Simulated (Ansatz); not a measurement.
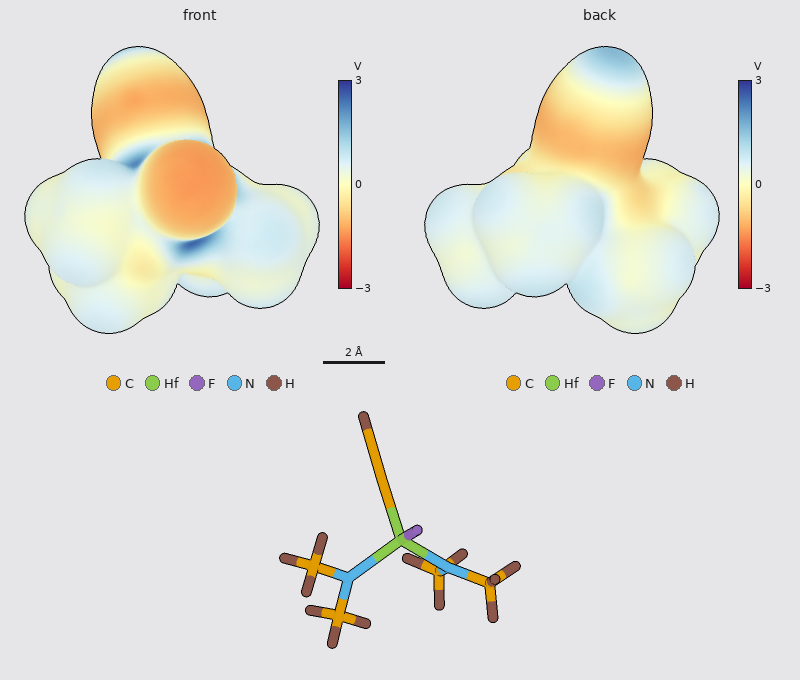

Figure 1: C6H13FHfN2 (SMILES C#[C][Hf]([F])([N](C)C)[N](C)C). The molecular electrostatic potential painted on the density surface at 0.002 e/bohr³, seen from the front and from behind; the colour scale runs from red (negative) to blue (positive). The bare structure is drawn below in the same view.

Geometry: PBE0-D4/def2-TZVP; core potentials replace the inner electrons of Hf.

All numbers below come from RKS PBE0-D4/def2-TZVPP (Ansatz).

The calculation's input:

```
crystal:
  periodic: [false, false, false]
  atoms:
    - {symbol: C, position_ang: [1.275372, -3.529693, -0.340953]}
    - {symbol: C, position_ang: [1.045751, -2.346105, -0.495943]}
    - {symbol: Hf, position_ang: [0.682909, -0.189343, -0.813001]}
    - {symbol: F, position_ang: [1.518923, 0.454094, -2.420092]}
    - {symbol: N, position_ang: [-1.325084, -0.010349, -0.941690]}
    - {symbol: C, position_ang: [-1.905324, -0.485513, -2.178468]}
    - {symbol: C, position_ang: [-2.308946, 0.517901, -0.034082]}
    - {symbol: N, position_ang: [1.296693, 0.791353, 0.836440]}
    - {symbol: C, position_ang: [0.799998, 0.262980, 2.087045]}
    - {symbol: C, position_ang: [2.166979, 1.927008, 1.000785]}
    - {symbol: H, position_ang: [1.476761, -4.568659, -0.205966]}
    - {symbol: H, position_ang: [-1.133511, -0.872801, -2.856399]}
    - {symbol: H, position_ang: [-2.434408, 0.314214, -2.715350]}
    - {symbol: H, position_ang: [-2.615448, -1.305094, -2.003373]}
    - {symbol: H, position_ang: [-3.051217, -0.244262, 0.243181]}
    - {symbol: H, position_ang: [-2.857187, 1.360900, -0.479018]}
    - {symbol: H, position_ang: [-1.837270, 0.877069, 0.883000]}
    - {symbol: H, position_ang: [0.161319, -0.614284, 1.917932]}
    - {symbol: H, position_ang: [0.203682, 1.005541, 2.636166]}
    - {symbol: H, position_ang: [1.618096, -0.066446, 2.741382]}
    - {symbol: H, position_ang: [3.048284, 1.674440, 1.606646]}
    - {symbol: H, position_ang: [2.520918, 2.286908, 0.031517]}
    - {symbol: H, position_ang: [1.652691, 2.760132, 1.500240]}
basis:
  gaussian: {orbitals: def2-TZVPP}
hamiltonian: {xc: pbe0, dispersion: d4}
output: {orbitals: {seedname: orbitals}}
```

Command:

```sh
ansatz run in.yaml --threads 4 --pin off --events-out ev --progress --plain --max-ram 46080MiB --backend cuda --devices 0, --max-vram 37GiB
```

### Which sites attract a positive test charge, and which a negative one?

A positive charge is drawn to the negative regions and a negative charge to the positive ones. The most negative region (about −1.4 V, or −32 kcal/mol for a unit charge) lies over F4, the most positive (about +2.3 V, or +53 kcal/mol for a unit charge) over Hf3.
